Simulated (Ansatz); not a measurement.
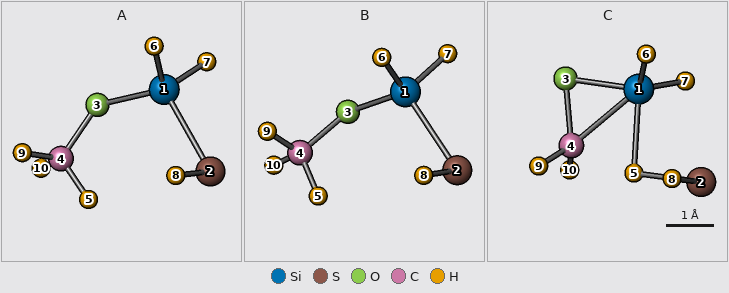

3 geometries from a converged minimum-energy path of CH₆OSSi, shuffled. A ball-and-stick model, seen at a tilt.

Computed with UKS PBE-D4/def2-SVP in Ansatz 0.2.0. Set-up: 7 movable images; climbing image; force threshold 0.05 eV/Å; iteration limit 60; starting path through a guess of the saddle point.

> Which frame is the top of the path?

C. In order along the path, whose images run from 0 to 8: B (image 0, 0.00 eV), A (image 1, +0.04 eV), C (image 4, +3.10 eV). Breaking: C4–H5 (1.11 → 1.62 at the top → 3.71 Å), Si1–S2 (2.17 → 2.61 at the top → 3.20 Å). Forming: S2–H5 (3.21 → 1.65 at the top → 1.36 Å), Si1–C4 (2.72 → 1.96 at the top → 1.83 Å).

The run took 4.5 min on 2 threads of AMD EPYC 7B13 (Zen 3) (shared host), peak memory 0.18 GiB.
